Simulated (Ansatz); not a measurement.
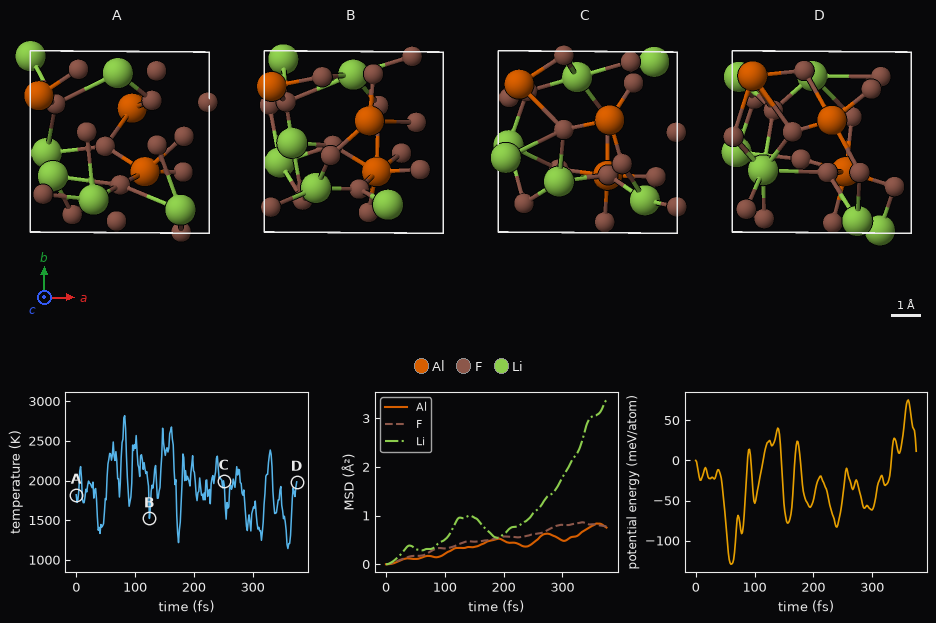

First-principles dynamics of an amorphous cell of composition Li$_{2}$AlF$_{5}$ (24 atoms in the cell), 375 fs long. Frames (A at 0 fs, B at 124 fs, C at 250 fs, D at 375 fs) and the history of the run. Style: ball-and-stick. Shown: the simulation cell, along the c axis. Atoms that leave the cell re-enter on the other side. Bonds to atoms that aren't drawn are left out.

The calculation used DFT PBE, scalar-relativistic, plane waves, PAW (Ansatz). Run with plane-wave cutoff 420 eV; k-point mesh 1 × 1 × 1; Fermi-Dirac smearing 0.164 eV; volume 0.96 times that of the relaxed crystal; set temperature 1900 K; time step 1.5 fs.

Input file:
```yaml
crystal:
  lattice:
    - [6.191131, -0.022929, -0.191304]
    - [-0.022929, 6.265862, -0.012838]
    - [-0.191304, -0.012838, 6.242239]
  atoms:
    - { symbol: Al, position: [0.6365976215, 0.333726345, 0.4016727667] }
    - { symbol: Al, position: [0.0430360043, 0.7483256127, 0.656211004] }
    - { symbol: Al, position: [0.565229969, 0.6832191207, 0.998592942] }
    - { symbol: F, position: [0.7012282881, 0.8903803678, 0.838568276] }
    - { symbol: F, position: [0.6753465423, 0.7271982666, 0.2283923581] }
    - { symbol: F, position: [0.8546954053, 0.5299878146, 0.5588260949] }
    - { symbol: F, position: [0.3107014968, 0.5499956745, 0.8938133238] }
    - { symbol: F, position: [0.8388723934, 0.0020487679, 0.5209750639] }
    - { symbol: F, position: [0.8496913174, 0.3333254783, 0.2806187375] }
    - { symbol: F, position: [0.4774073543, 0.0601343112, 0.1076442266] }
    - { symbol: F, position: [0.137001391, 0.7036551107, 0.4355147017] }
    - { symbol: F, position: [0.066745713, 0.2050975948, 0.9460757272] }
    - { symbol: F, position: [0.7043615474, 0.4807327005, 0.8893138502] }
    - { symbol: F, position: [0.2645606845, 0.8953907534, 0.758456946] }
    - { symbol: F, position: [0.4145240197, 0.4715562647, 0.2783483742] }
    - { symbol: F, position: [0.9875759772, 0.7192390791, 0.9437517351] }
    - { symbol: F, position: [0.4982615884, 0.2597065154, 0.6294459768] }
    - { symbol: F, position: [0.2297498404, 0.0942220632, 0.3712641852] }
    - { symbol: Li, position: [0.0872834128, 0.4321379968, 0.1446824853] }
    - { symbol: Li, position: [0.4849916599, 0.8763338414, 0.3980467067] }
    - { symbol: Li, position: [0.122003134, 0.305855015, 0.5486195329] }
    - { symbol: Li, position: [0.8349463142, 0.1249168722, 0.8435661157] }
    - { symbol: Li, position: [0.9969139906, 0.9662855123, 0.1886120142] }
    - { symbol: Li, position: [0.3492342054, 0.1771204169, 0.8553448276] }
  symmetry: { detect: false }
basis:
  ecutwfc: 420
  xc_grid: 1
kpoints:
  mp_grid: { grid: [1, 1, 1], shift: [0.0, 0.0, 0.0] }
hamiltonian:
  xc: pbe
scf:
  occupations: { method: fermi_dirac, width: 0.1637 }
  lower_state_search: "off"
  convergence: { dr2_threshold: 1.0e-05 }
output:
  forces: true
  stress: true
md:
  timestep: 1.5
  n_steps: 250
  ensemble: nvt_langevin
  friction: 0.03
  temperature: 1900.0
  initial_velocities: maxwell_boltzmann
  seed: 6072
```

Run as
```bash
ansatz run input.yaml --threads 2 --pin off --max-ram 5120MiB --backend cpu --events-out ev --progress --plain --runs-dir out
```

Q: Describe the run.

A: Over the second half the temperature averages 1814 K (spread ±276 K). The potential energy in the second half lies on average 24.3 meV per atom below the first frame. The mean pressure there is 10.9 GPa. Root-mean-square distances from the starting positions over the second half, with the common drift of all atoms taken out: Li 1.29 Å, F 0.84 Å, Al 0.75 Å. That is a large part of the typical shortest distance between atoms in the first frame, about 1.8 Å and still growing: the atoms leave their places as in a liquid.

Limits of the set-up: the periodic images lie only 6.2 Å apart, so the values are limited by the cell's size.

Cost: 3.2 min on 2 threads of Arm Neoverse V1, with other jobs on the host, peak memory 0.36 GiB.
